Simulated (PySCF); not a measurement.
Consider H$_{8}$O$_{3}$Si$_{4}$ (SMILES [SiH3]O[SiH]1O[SiH2][SiH2]O1).

The calculation's input:

```
{"job": {"kind": "nmr", "xc": "PBE0", "basis": "pcSseg-1"}, "charge": 0, "multiplicity": 1}
Si     2.573890     0.184747    -0.470295
O      1.752283    -0.193908     0.880185
Si     0.268553    -0.278783     1.493456
O     -0.553919     1.085575     1.163737
Si    -1.800525     1.167397     0.089039
Si    -1.862411    -1.122383    -0.267416
O     -0.589044    -1.431701     0.732605
H      2.158113    -0.699614    -1.561656
H      3.952166    -0.042175    -0.045589
H      2.308188     1.580784    -0.822505
H      0.342257    -0.522040     2.909427
H     -2.856862     1.830443     0.858964
H     -1.307446     2.041483    -0.982192
H     -2.944604    -1.923759     0.312688
H     -1.445053    -1.668075    -1.564187
```

Run with:

```sh
OMP_NUM_THREADS=1 python probes_run.py task.json out
```

Geometry: GFN2-xTB.

Level of theory: PBE0/pcSseg-1, SCF density, gas phase, non-relativistic in PySCF.

Question: What can the converged electron density and electron localisation function tell about the bonding?

Answer: Si–O (1.63 Å): ρ is about 1.2 e/Å³ halfway; the ELF peaks at about 0.85 between the atoms: a short, strongly polar bond.
Si–Si (2.32 Å): ρ at the midpoint is about 0.67 e/Å³; the ELF peaks at about 1 between the atoms, as expected for localised, covalent bonding.
Si–O (1.65 Å): ρ at the midpoint is about 1.1 e/Å³; the ELF peaks at about 0.85 between the atoms, as expected for a polar covalent bond.

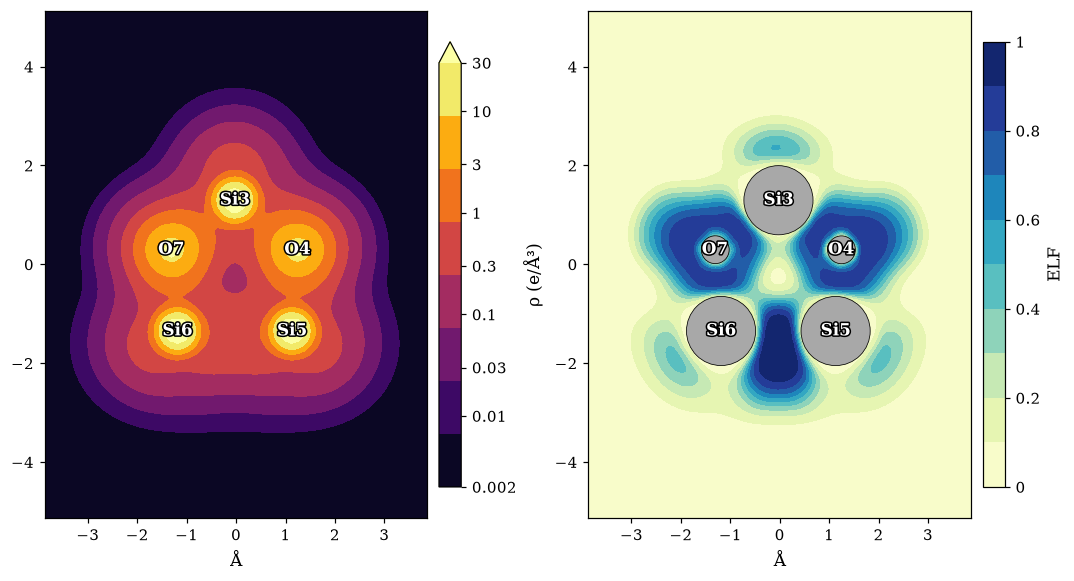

Computed electron density and electron localisation function on the plane of atoms Si5, Si6 and O7, in this order. Grey discs cover the atomic cores in the ELF map. 
